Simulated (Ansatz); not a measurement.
```xyz
14

C    -1.8373    0.9186   -1.2407
B    -1.8362   -0.3183   -0.2999
N    -1.7134   -0.5014    1.0565
Al   -1.8698   -2.3292    0.8358
C    -3.5885   -3.1935    1.1014
H    -1.7101    1.8751   -0.6917
H    -1.0244    0.8369   -1.9961
H    -2.7848    0.9708   -1.8216
H    -1.9803   -1.4612   -0.8866
H    -1.5796    0.2507    1.7353
H    -0.5051   -3.1614    0.7297
H    -4.4430   -2.4926    0.9880
H    -3.7326   -4.0362    0.3900
H    -3.6496   -3.6315    2.1234
```

Theory: RKS LDA/def2-SVP (Ansatz 0.2.0).

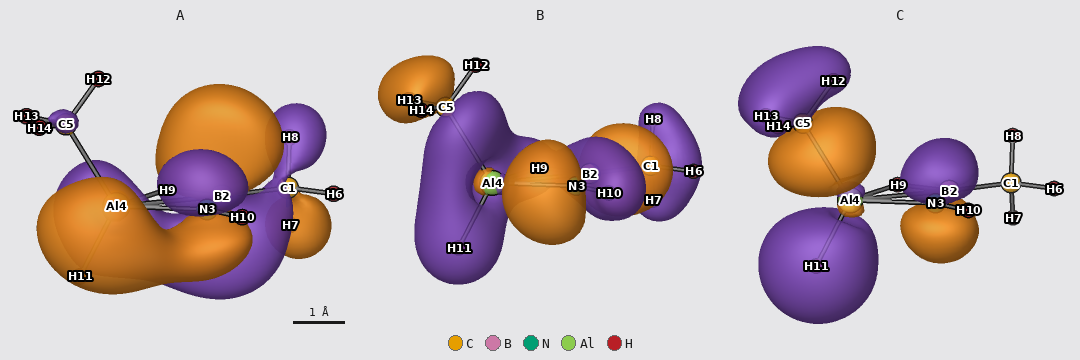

C₂H₉AlBN. Three frontier orbitals at ±0.08 Å⁻³ᐟ² (orange and purple are the two phases), in no order.

Q: Order the three orbitals by energy and name them.

A: B is the HOMO−1 (−7.39 eV). It lies mainly on N3 (about 35 %), Al4 (about 15 %), C1 (about 10 %), C5 (about 10 %), B2 (about 10 %) and H11 (about 5 %). C is the HOMO (−6.14 eV). Its weight (Hirshfeld) is mainly on C5 (about 30 %), H11 (about 25 %), Al4 (about 20 %) and N3 (about 15 %). A is the LUMO (−0.72 eV). By Hirshfeld shares it lies mainly on B2 (about 35 %), Al4 (about 25 %), N3 (about 20 %) and C1 (about 5 %).

Q: What is the HOMO–LUMO gap?

A: 5.42 eV between the orbital energies.
